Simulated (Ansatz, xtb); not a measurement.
# Group exchange: CH6N2 + C3H10Si → CH7NSi + C3H9N

Species: CH6N2 (methylhydrazine) `CNN`, singlet; C3H10Si `CC(C)[SiH3]`, singlet; CH7NSi `CN[SiH3]`, singlet; C3H9N (isopropylamine) `CC(C)N`, singlet. The partners trade NH2 for SiH3: N–NH2 and C–SiH3 bonds give way to N–SiH3 and C–NH2.

Shapes, held fixed at every level: PBE0-D4/def2-TZVP. Flexible molecules stand in one conformer, not always the lowest. Programs: Ansatz 0.2.0, xtb 6.7.1, xtb 6.7.1 later snapshot. The zero-point and thermal change to 298 K, harmonic and unscaled (PBE0-D4/def2-TZVP), is +0.5 kJ/mol.

| level | kind | ΔH(298 K) (kJ/mol) | less CCSD(T)/CBS estimate |
| --- | --- | --- | --- |
| GFN0-xTB | semi-empirical | -195.7 | -39.8 |
| HF/def2-TZVPP | Hartree–Fock | -166.1 | -10.2 |
| SPW92/def2-TZVPP | LDA | -143.3 | +12.6 |
| PBE-D4/def2-TZVPP | GGA | -137.9 | +18.0 |
| BHLYP-D4/def2-TZVPP | global hybrid | -157.2 | -1.3 |
| wB97M-V/def2-TZVPP | range-separated hybrid | -150.7 | +5.2 |
| MP2/def2-SVP | perturbation theory | -152.3 | +3.6 |
| CCSD/def2-TZVPP | coupled cluster or CI | -156.4 | -0.5 |
| CCSD(T)/CBS estimate | coupled cluster or CI | -155.9 | 0.0 |

The highest level, CCSD(T)/CBS estimate, gives ΔH(298 K) = -155.9 kJ/mol; the levels span -195.7 to -137.9. The column of differences is taken from that level and isn't an error. No measured value is set beside it here. The CBS estimate extrapolates MP2 from def2-TZVPP and def2-QZVPP and adds CCSD(T) − MP2 in the triple-zeta set, cores frozen.

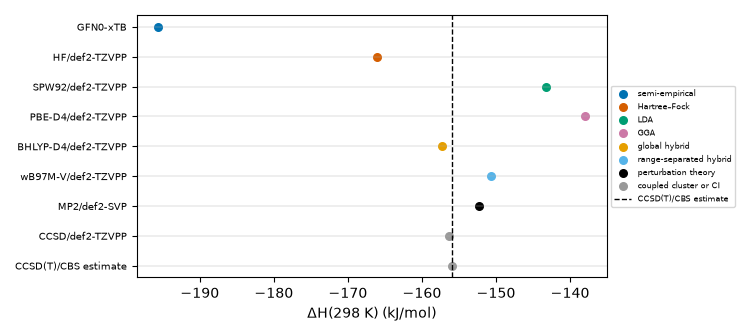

The values of the table, level by level.
